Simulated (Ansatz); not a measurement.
**CH2PSi (charge +1): density, localisation and related maps**

The calculation's input:

```
basis:
  gaussian:
    orbitals: def2-TZVPD
crystal:
  periodic: [false, false, false]
  atoms:
    - symbol: C
      position_ang: [-0.791848, 1.256286, -1.377789]
    - symbol: P
      position_ang: [0.755311, 1.456820, -0.762628]
    - symbol: Si
      position_ang: [-0.848076, 2.998252, -1.937853]
    - symbol: H
      position_ang: [-1.429436, 0.366045, -1.383074]
    - symbol: H
      position_ang: [0.762562, 2.958895, -1.221159]
total_charge: 1
magnetization:
  spin_polarized: false
hamiltonian:
  xc: pbe0
output: {forces: true, orbitals: {seedname: orbitals}}
```

Launched as:

```sh
ansatz run input.yaml --threads 1 --pin off --max-ram 2610MiB --events-out events.jsonl --progress --plain --runs-dir runs
```

Geometry: r2SCAN-D4/def2-SVP.

All numbers below come from isolated molecule in a Gaussian basis; Kohn-Sham density functional theory, functional PBE0 (Ansatz 0.2.0).

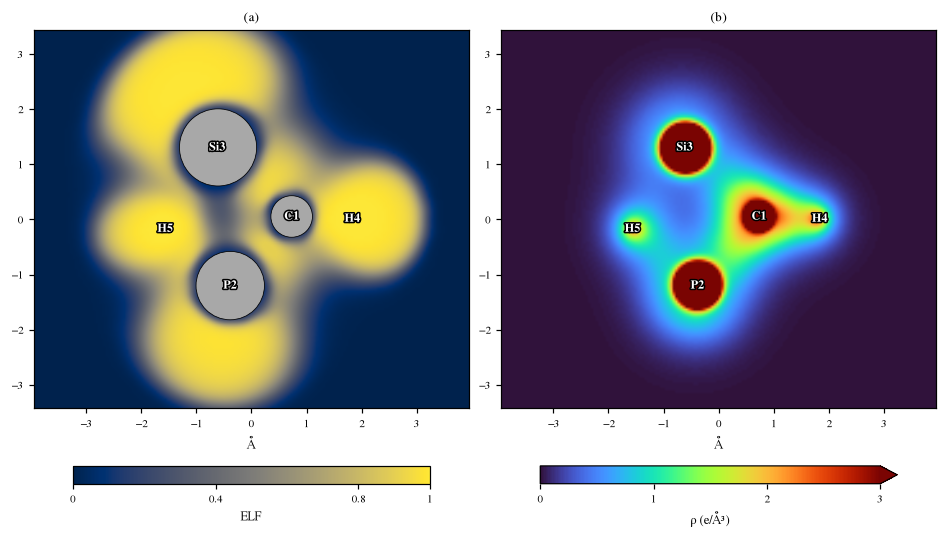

Figure 1. (a) electron localisation function; (b) electron density on the molecular plane. Grey discs cover the atomic cores in the ELF map.

Question: Interpret the plot.

Answer: The section cuts through C, P, Si and H sites. C–P (1.68 Å): the density is about 1.4 e/Å³ at the midpoint; the ELF peaks at about 0.90 between the atoms: localised, covalent bonding. C–Si (1.83 Å): the density is about 0.97 e/Å³ at the midpoint; the ELF peaks at about 0.95 between the atoms; localised, covalent bonding. C–H (1.10 Å): the density is about 2 e/Å³ at the midpoint; the ELF climbs to about 1 towards the hydrogen, as it does in any bond to H; an ordinary covalent bond to hydrogen. P–H (1.57 Å): ρ at the midpoint is about 0.85 e/Å³; the ELF climbs to about 1 towards the hydrogen. The ELF also peaks beside P2 and Si3, away from the bonds: lone-pair regions.

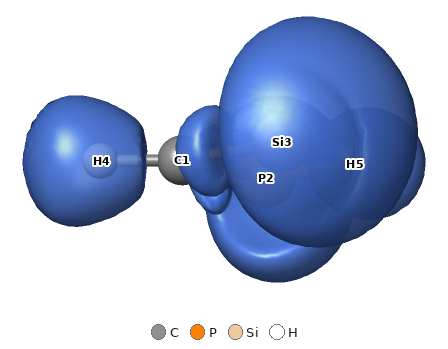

Figure 2. Isosurface of the electron localisation function at 0.85 (blue), seen from one side. Only the valence region is drawn (cores and ρ < 0.01 e/Å³ removed).

Question: What do the ELF domains correspond to?

Answer: The surface consists of one region between bonded C–P atoms (shared pairs), one region between bonded C–Si atoms (shared pairs), two regions around hydrogen nuclei, one lobe on P, pointing away from the bonds (lone pairs) and one lobe on Si, pointing away from the bonds (lone pairs).

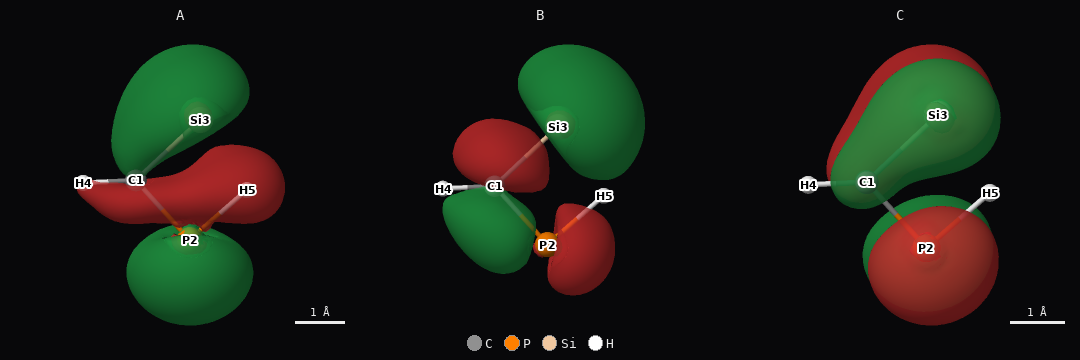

Figure 3. Three frontier orbitals at ±0.1 Å⁻³ᐟ² (green and red are the two phases), in no order.

Question: Which picture is the HOMO−1, the HOMO and the LUMO?

Answer: A is the HOMO−1 (−14.84 eV). It lies mainly on P2 (about 50 %), Si3 (about 30 %), C1 (about 10 %) and H5 (about 10 %); it is symmetric in the molecular plane (an in-plane orbital: σ, lone-pair or in-plane π type). B is the HOMO (−13.95 eV). It lies mainly on Si3 (about 55 %), C1 (about 25 %) and P2 (about 15 %); it is symmetric in the molecular plane (an in-plane orbital: σ, lone-pair or in-plane π type). C is the LUMO (−8.84 eV). It lies mainly on P2 (about 45 %), Si3 (about 40 %) and C1 (about 10 %); it changes sign across the molecular plane (π type); π-bonding across C1–Si3.

Question: What is the HOMO–LUMO gap?

Answer: 5.11 eV between the orbital energies.
